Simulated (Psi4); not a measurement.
## SiH2Cl2: single-point calculation

- system: SiH2Cl2, SMILES Cl[SiH2]Cl
- method: BB1K/aug-cc-pV(T+d)Z, RKS (Psi4 1.11)

The geometry comes from this level: PBE0-D4/def2-TZVP.

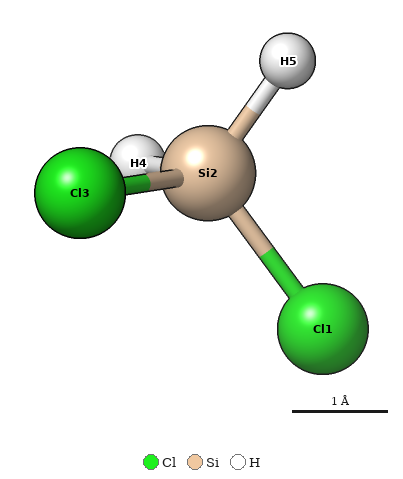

Fig. 1: The input geometry (ball-and-stick view, seen at a tilt; atoms are numbered from 1 in the order of the input). Bond lengths as drawn: Cl–Si 2.04 Å and H–Si 1.48 Å.

Key numbers:

```csv
quantity,value
outcome,converged
total energy,−1211.393902 hartree
basis functions,211
HOMO,−9.89 eV
LUMO,0.19 eV
dipole moment,1.23 D
hardware,"1 thread of Intel Xeon (Granite Rapids), 64 GiB of memory available, shared host"
wall time,15 s
peak memory,1.3 GiB
```

Input file (cl2h2si_ase.py):
```python
import numpy as np
from ase.calculators.psi4 import Psi4
from ase import Atoms

mol = Atoms(['Cl', 'Si', 'Cl', 'H', 'H'], positions=[
    [-1.036100, -0.393400, 1.609300],
    [0.136800, -0.071700, -0.028900],
    [-0.799200, 1.196800, -1.324000],
    [0.352000, -1.362200, -0.711200],
    [1.396500, 0.556600, 0.413400],
])
calc = Psi4(atoms=mol, method='bb1k', basis='aug-cc-pV(T+d)Z', memory='1600MB', num_threads=1, charge=0, multiplicity=1, label='cl2h2si', reference='rks')
mol.calc = calc

print(f'energy: {mol.get_potential_energy():.6f} eV')
```

Launch command:
```bash
python cl2h2si_ase.py
```

What the program printed:
```
=> Loading Basis Set <=

    Name: AUG-CC-PV(T+D)Z
    Role: ORBITAL
    Keyword: BASIS

         ---------------------------------------------------------
                                   SCF
                              RKS Reference
                        1 Threads,   1525 MiB Core
         ---------------------------------------------------------

  ==> Geometry <==

    Molecular point group: c1
    Full point group: C1

    Geometry (in Angstrom), charge = 0, multiplicity = 1:

       Center              X                  Y                   Z               Mass
    ------------   -----------------  -----------------  -----------------  -----------------
         CL          -0.449802147562    -0.646337610799     1.520558629271    34.968852682000
         SI           0.723097852438    -0.324637610799    -0.117641370729    27.976926534650
         CL          -0.212902147562     0.943862389201    -1.412741370729    34.968852682000
         H            0.938297852438    -1.615137610799    -0.799941370729     1.007825032230
         H            1.982797852438     0.303662389201     0.324658629271     1.007825032230

  Running in c1 symmetry.

  Rotational constants: A =      0.47199  B =      0.08485  C =      0.07384 [cm^-1]
  Rotational constants: A =  14149.76769  B =   2543.71561  C =   2213.57312 [MHz]
  Nuclear repulsion =  191.963420987880852

  Charge       = 0
  Multiplicity = 1
  Electrons    = 50
  Nalpha       = 25
  Nbeta        = 25

  ==> Algorithm <==

  SCF Algorithm Type is DF.
  DIIS enabled.
  MOM disabled.
  Fractional occupation disabled.
  Guess Type is SAD.
  Energy threshold   = 1.00e-06
  Density threshold  = 1.00e-06
  Integral threshold = 1.00e-12

  ==> Primary Basis <==

  Basis Set: AUG-CC-PV(T+D)Z
    Blend: AUG-CC-PV(T+D)Z
    Number of shells: 69
    Number of basis functions: 211
    Number of Cartesian functions: 245
    Spherical Harmonics?: true
    Max angular momentum: 3

  ==> DFT Potential <==

   => LibXC <=

    Version 7.1.2

   => Composite Functional: BB1K <=

    BB1K Hyb-GGA Exchange-Correlation Functional

    Deriv               =              1
    GGA                 =           TRUE
    Meta                =           TRUE

    Exchange Hybrid     =           TRUE
    MP2 Hybrid          =          FALSE

   => Exchange Functionals <=

    0.5800         Becke 88

   => Exact (HF) Exchange <=

    0.4200               HF

   => Correlation Functionals <=

    1.0000   Becke correlation 95

   => LibXC Density Thresholds  <==

    XC_HYB_MGGA_XC_BB1K:  1.00E-14

   => Molecular Quadrature <=

    Radial Scheme          =       TREUTLER
    Pruning Scheme         =           NONE
    Nuclear Scheme         =       TREUTLER

    Blocking Scheme        =         OCTREE
    BS radius alpha        =              1
    Pruning alpha          =              1
    Radial Points          =             75
    Spherical Points       =            302
    Total Points           =         110160
    Total Blocks           =            890
    Max Points             =            256
    Max Functions          =            211
    Weights Tolerance      =       1.00E-15

   => Loading Basis Set <=

    Name: (AUG-CC-PV(T+D)Z AUX)
    Role: JKFIT
    Keyword: DF_BASIS_SCF

  ==> Integral Setup <==

  DFHelper Memory: AOs need 0.186 GiB; user supplied 0.186 GiB.
  SCF_SUBTYPE=INCORE selected. In-core MEM_DF algorithm will be used.
  Using in-core AOs.

  ==> MemDFJK: Density-Fitted J/K Matrices <==

    J tasked:                   Yes
    K tasked:                   Yes
    wK tasked:                   No
    Memory [MiB]:               190
    Algorithm:                 Core
    Schwarz Cutoff:           1E-12
    Mask sparsity (%):       0.4897
    Fitting Condition:        1E-10

   => Auxiliary Basis Set <=

  Basis Set: (AUG-CC-PV(T+D)Z AUX)
    Blend: AUG-CC-PVTZ-JKFIT
    Number of shells: 154
    Number of basis functions: 530
    Number of Cartesian functions: 650
    Spherical Harmonics?: true
    Max angular momentum: 4

  Cached 50.0% of DFT collocation blocks in 0.732 [GiB].

  Minimum eigenvalue in the overlap matrix is 7.5228622053E-05.
  Reciprocal condition number of the overlap matrix is 8.5840690295E-06.
    Using symmetric orthogonalization.

  ==> Pre-Iterations <==

  SCF Guess: Superposition of Atomic Densities via on-the-fly atomic UHF (no occupation information).

   -------------------------
    Irrep   Nso     Nmo
   -------------------------
     A        211     211
   -------------------------
    Total     211     211
   -------------------------

  ==> Iterations <==

                           Total Energy        Delta E     RMS |[F,P]|

   @DF-RKS iter SAD: -1211.18049379882177   -1.21118e+03   0.00000e+00
   @DF-RKS iter   1: -1211.35962228311200   -1.79128e-01   1.49172e-03 ADIIS/DIIS
   @DF-RKS iter   2: -1211.38214544583866   -2.25232e-02   8.48422e-04 ADIIS/DIIS
   @DF-RKS iter   3: -1211.39364898728172   -1.15035e-02   1.16033e-04 ADIIS/DIIS
   @DF-RKS iter   4: -1211.39388321297770   -2.34226e-04   2.82840e-05 DIIS
   @DF-RKS iter   5: -1211.39389941605668   -1.62031e-05   1.01297e-05 DIIS
   @DF-RKS iter   6: -1211.39390186087257   -2.44482e-06   1.36393e-06 DIIS
   @DF-RKS iter   7: -1211.39390190032850   -3.94559e-08   4.52257e-07 DIIS
  Energy and wave function converged.

  ==> Post-Iterations <==

   Electrons on quadrature grid:
      Ntotal   =   49.9999836265 ; deviation = -1.637e-05

    Orbital Energies [Eh]
    ---------------------

    Doubly Occupied:

       1A   -102.473840     2A   -102.473834     3A    -66.939042
       4A     -9.774638     5A     -9.774630     6A     -7.456238
       7A     -7.456230     8A     -7.452261     9A     -7.452254
      10A     -7.452047    11A     -7.452039    12A     -5.582591
      13A     -3.874862    14A     -3.873467    15A     -3.871374
      16A     -0.930266    17A     -0.905816    18A     -0.605782
      19A     -0.462005    20A     -0.458499    21A     -0.458427
      22A     -0.391208    23A     -0.389037    24A     -0.376868
      25A     -0.363561

    Virtual:

      26A      0.007033    27A      0.009243    28A      0.009590
      29A      0.033757    30A      0.047595    31A      0.052842
      32A      0.055509    33A      0.055658    34A      0.078557
      35A      0.080835    36A      0.088314    37A      0.097351
      38A      0.099942    39A      0.124875    40A      0.125170
      41A      0.134392    42A      0.149890    43A      0.153582
      44A      0.178186    45A      0.181071    46A      0.181634
      47A      0.186065    48A      0.196387    49A      0.196849
      50A      0.220711    51A      0.244020    52A      0.246866
      53A      0.256623    54A      0.274133    55A      0.280331
      56A      0.301110    57A      0.309693    58A      0.337006
      59A      0.339407    60A      0.353739    61A      0.354383
      62A      0.387148    63A      0.408928    64A      0.421126
      65A      0.440880    66A      0.442571    67A      0.468028
      68A      0.468552    69A      0.469203    70A      0.497602
      71A      0.497906    72A      0.513233    73A      0.526095
      74A      0.548719    75A      0.554964    76A      0.556420
      77A      0.580220    78A      0.594410    79A      0.600259
      80A      0.623116    81A      0.629530    82A      0.660090
      83A      0.684401    84A      0.697549    85A      0.720809
      86A      0.732826    87A      0.736124    88A      0.746814
      89A      0.753956    90A      0.768280    91A      0.771558
      92A      0.785296    93A      0.804049    94A      0.814477
      95A      0.828206    96A      0.829556    97A      0.881915
      98A      0.933490    99A      0.939861   100A      0.948748
     101A      0.962851   102A      0.973170   103A      0.973202
     104A      1.016152   105A      1.019045   106A      1.055406
     107A      1.064522   108A      1.087801   109A      1.117000
     110A      1.120924   111A      1.145841   112A      1.182155
     113A      1.201893   114A      1.208799   115A      1.223888
     116A      1.237569   117A      1.252858   118A      1.258949
     119A      1.267533   120A      1.287239   121A      1.294553
     122A      1.314281   123A      1.326729   124A      1.349659
     125A      1.373012   126A      1.406970   127A      1.415386
     128A      1.440013   129A      1.466674   130A      1.562381
     131A      1.589066   132A      1.604477   133A      1.686292
     134A      1.692243   135A      1.697378   136A      1.711444
     137A      1.733886   138A      1.770767   139A      1.803396
     140A      1.803564   141A      1.875115   142A      1.954828
     143A      2.086612   144A      2.112355   145A      2.112881
     146A      2.148948   147A      2.229994   148A      2.280794
     149A      2.299876   150A      2.316343   151A      2.343790
     152A      2.353191   153A      2.519369   154A      2.544896
     155A      2.555130   156A      2.630664   157A      2.683219
     158A      2.685172   159A      2.725933   160A      2.785590
     161A      2.817950   162A      2.821805   163A      2.835436
     164A      2.873509   165A      2.902623   166A      2.911532
     167A      2.936337   168A      2.971214   169A      2.981416
     170A      2.992879   171A      2.995288   172A      3.039554
     173A      3.070123   174A      3.125738   175A      3.357440
     176A      3.406641   177A      3.469251   178A      3.748537
     179A      3.775345   180A      3.796165   181A      3.827359
     182A      3.835357   183A      3.908776   184A      3.916630
     185A      3.968104   186A      4.079409   187A      4.110081
     188A      4.249507   189A      4.307973   190A      4.379203
     191A      4.389447   192A      4.506062   193A      4.679218
     194A      4.690227   195A      4.708612   196A      5.211707
     197A      5.341706   198A      5.702729   199A      5.979962
     200A      6.523958   201A      7.208394   202A      8.341375
     203A      8.350097   204A      8.355828   205A      8.364738
     206A      8.408882   207A      8.467925   208A      8.470882
     209A      8.529628   210A      8.555631   211A      8.599860

    Final Occupation by Irrep:
              A
    DOCC [    25 ]
    NA   [    25 ]
    NB   [    25 ]

  @DF-RKS Final Energy: -1211.39390190032850

   => Energetics <=

    Nuclear Repulsion Energy =            191.9634209878808520
    One-Electron Energy =               -2056.0455911694853057
    Two-Electron Energy =                 699.0613910310833035
    DFT Exchange-Correlation Energy =     -46.3731227498075143
    Empirical Dispersion Energy =           0.0000000000000000
    VV10 Nonlocal Energy =                  0.0000000000000000
    Total Energy =                      -1211.3939019003285011

Computation Completed

Properties will be evaluated at   0.000000,   0.000000,   0.000000 [a0]

Properties computed using the SCF density matrix

 Multipole Moments:

 ------------------------------------------------------------------------------------
     Multipole            Electronic (a.u.)      Nuclear  (a.u.)        Total (a.u.)
 ------------------------------------------------------------------------------------

 L = 1.  Multiply by 2.5417464519 to convert [e a0] to [Debye]
 Dipole X            :         -2.9259278            3.3608640            0.4349362
 Dipole Y            :          1.3137178           -1.5089095           -0.1951917
 Dipole Z            :          0.4759773           -0.5468273           -0.0708499
 Magnitude           :                                                    0.4819637

 ------------------------------------------------------------------------------------

	total time  =         14 seconds =       0.23 minutes
```

Standard output:
```
energy: -32963.707092 eV
```

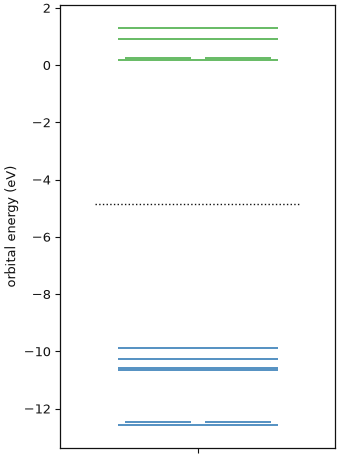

Fig. 2: Orbital energies near the frontier; the dotted line parts filled from empty levels, and levels within 0.02 eV of each other stand side by side. Highest filled −9.89 eV, lowest empty 0.19 eV, 10.08 eV apart.
